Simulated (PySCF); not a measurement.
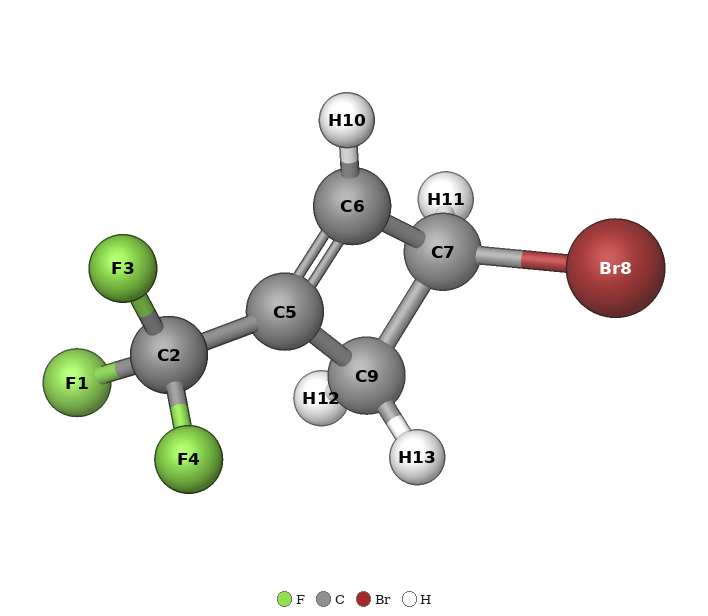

The computed structure is the end point of a GFN2-xTB optimisation. No frequency run is at hand to confirm it as a minimum. Electric field gradients from the ground-state density, B3LYP/pcJ-1 (pcSseg-1 on Br) (PySCF 2.14.0), non-relativistic apart from any core potentials.

Give the largest field-gradient component, the quadrupole coupling constant and the asymmetry for 79Br at Br8 (Q = 313 mb), 2H at H10 (Q = 2.86 mb), 2H at H11 (Q = 2.86 mb).

```csv
atom,V_zz (a.u.),e²qQ/h (MHz),η
Br8,7.897,580.8,0.02
H10,0.329,0.221,0.03
H11,0.293,0.197,0.04
```

The geometry is semi-empirical. Around Br such bond lengths and angles can be off by a tenth of an ångström or more and by several degrees, and values that hang on the shape move with them.
